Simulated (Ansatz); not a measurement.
# Calculations on CH₇AsOSi

Part 1: Relaxation

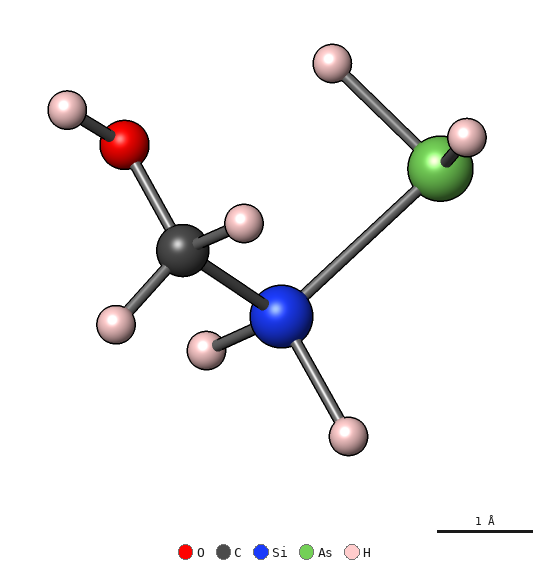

Starting structure of CH7AsOSi. A ball-and-stick model, seen at a tilt.

The run prepares an end point of a later path (inversion) calculation, from a guessed geometry.

Method: RKS B3LYP/def2-SVP in Ansatz.

The input:
```yaml
crystal:
  periodic: [false, false, false]
  atoms:
    - { symbol: O, position_ang: [-1.0149, 0.9032, -0.9467] }
    - { symbol: C, position_ang: [-0.2492, 1.0459, 0.1705] }
    - { symbol: Si, position_ang: [-0.1023, -0.6339, 0.9437] }
    - { symbol: As, position_ang: [1.0312, -2.0797, -0.5353] }
    - { symbol: H, position_ang: [-1.1153, 1.8558, -1.3569] }
    - { symbol: H, position_ang: [0.763, 1.4323, -0.118] }
    - { symbol: H, position_ang: [-0.6729, 1.7451, 0.9152] }
    - { symbol: H, position_ang: [-1.3605, -1.1356, 1.3071] }
    - { symbol: H, position_ang: [0.7574, -0.5043, 2.2127] }
    - { symbol: H, position_ang: [2.0337, -1.021, -0.8958] }
    - { symbol: H, position_ang: [-0.0048, -1.6649, -1.6759] }
basis:
  gaussian: { orbitals: def2-SVP }
hamiltonian:
  xc: b3lyp
relax:
  f_tol: 0.015
  max_steps: 40
```

Run as
```bash
ansatz run input.yaml --threads 2 --pin off --max-ram 3072MiB --backend cpu --events-out ev --progress --plain --runs-dir out
```

Question: Predict the outcome.

Answer: The largest move after the best rigid fit is that of H10, 0.26 Å. Largest moves by element: H 0.26 Å, As 0.15 Å, O 0.11 Å, C 0.07 Å, Si 0.06 Å. Among the contacts that change: Si3–H8 1.402 → 1.492 Å, O1–H5 1.042 → 0.966 Å, As4–H11 1.596 → 1.530 Å, O1–C2 1.362 → 1.417 Å. Among the angles between lasting bonds that change: As4–Si3–H8 112.0° → 108.1°, C2–Si3–As4 109.4° → 113.3°, O1–C2–H6 109.4° → 112.6°. The energy falls by 0.423 eV in 9 geometry steps. Largest force component: 2.9 eV/Å at the start, 0.011 eV/Å at the end.

The structure at the end:

```xyz
11

O    -1.0801    0.9835   -0.9804
C    -0.2752    1.1156    0.1785
Si   -0.0443   -0.6182    0.9411
As    0.9414   -2.1895   -0.5667
H    -1.1866    1.8529   -1.3870
H     0.7249    1.5429   -0.0430
H    -0.7387    1.7742    0.9439
H    -1.3694   -1.1552    1.3681
H     0.8319   -0.4916    2.1459
H     2.1260   -1.2589   -0.8477
H     0.1357   -1.6127   -1.7320
```

The end point in the same view:

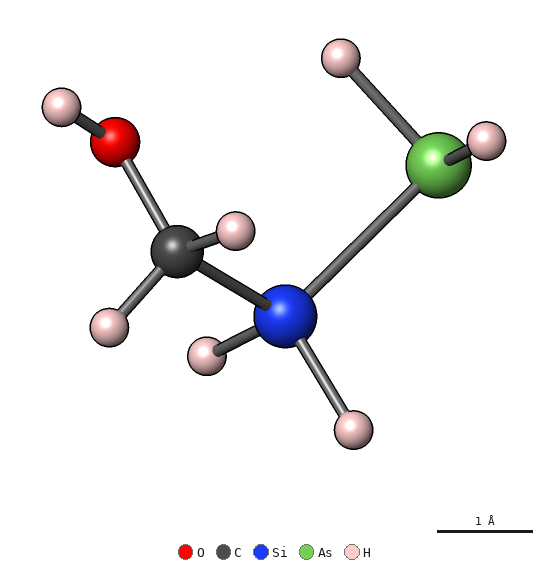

Part 2: Relaxation

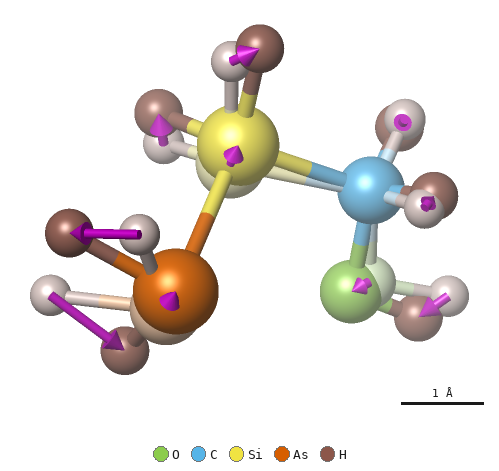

This is a relaxation of CH₇AsOSi. The starting structure is drawn faded, the final one solid; purple arrows show the displacements, at their true length. The two geometries are superimposed by the best rigid fit.

Style: ball-and-stick. Shown at a tilt.

The run prepares an end point of a later path (inversion) calculation, from a guessed geometry.

Level of theory: Ansatz, RKS B3LYP/def2-SVP.

The input:
```yaml
crystal:
  periodic: [false, false, false]
  atoms:
    - { symbol: O, position_ang: [-1.0149, 0.9032, -0.9467] }
    - { symbol: C, position_ang: [-0.2492, 1.0459, 0.1705] }
    - { symbol: Si, position_ang: [-0.1023, -0.6339, 0.9437] }
    - { symbol: As, position_ang: [1.0312, -2.0797, -0.5353] }
    - { symbol: H, position_ang: [-1.1153, 1.8558, -1.3569] }
    - { symbol: H, position_ang: [0.763, 1.4323, -0.118] }
    - { symbol: H, position_ang: [-0.6729, 1.7451, 0.9152] }
    - { symbol: H, position_ang: [-1.3605, -1.1356, 1.3071] }
    - { symbol: H, position_ang: [0.7574, -0.5043, 2.2127] }
    - { symbol: H, position_ang: [2.07484, -2.40963, 0.49319] }
    - { symbol: H, position_ang: [0.04216, -3.25018, -0.09021] }
basis:
  gaussian: { orbitals: def2-SVP }
hamiltonian:
  xc: b3lyp
relax:
  f_tol: 0.015
  max_steps: 40
output:
  orbitals: {}
```

Command:
```bash
ansatz run input.yaml --threads 2 --pin off --max-ram 3072MiB --backend cpu --events-out ev --progress --plain --runs-dir out
```

What did the optimiser do to the structure, and how much energy did it gain?

Answer. After 18 accepted moves (20 points after the start) the energy has fallen by 0.473 eV. Largest force component: 2.9 eV/Å at the start, 0.01 eV/Å at the end. The line search rejected the trial steps at points 13, 15 of the run. The largest move after the best rigid fit is that of H11, 1.16 Å. By element the largest moves are H 1.16 Å, As 0.37 Å, Si 0.33 Å, O 0.27 Å, C 0.04 Å. Among the contacts that change: Si3–H8 1.402 → 1.492 Å, O1–H5 1.042 → 0.966 Å, As4–H11 1.596 → 1.528 Å, O1–C2 1.362 → 1.420 Å. Bond angles that change, for instance: Si3–As4–H11 88.7° → 92.7°, O1–C2–H6 109.4° → 112.4°, C2–O1–H5 106.3° → 108.9°. Groups turn about Si3–As4 by about 60°.

Part 3: Path

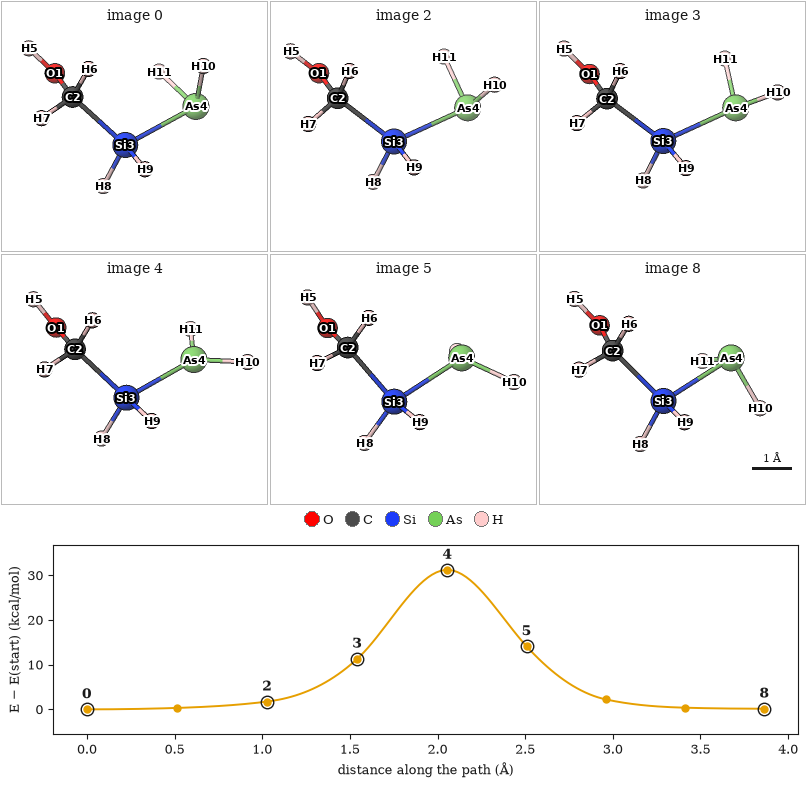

NEB run on CH₇AsOSi. Images are numbered from 0 (start) to 8 (end). Style: ball-and-stick. Shown at a tilt.

These are results of RKS B3LYP/def2-SVP in Ansatz, not measurements. Settings: 7 movable images; climbing image; force threshold 0.05 eV/Å; iteration limit 60; starting path by image-dependent pair potential.

Q: Describe the mechanism and the energy profile.

A: The barrier is about 31.2 kcal/mol in both directions, with image 4 at the top; the ends have nearly the same energy. The motion is an umbrella inversion at As4. No bond forms or breaks between the ends. Among the angles between lasting bonds that change up to the highest image: Si3–As4–H11 90.9° → 126.1°, Si3–As4–H10 92.0° → 122.2°. The band is converged.
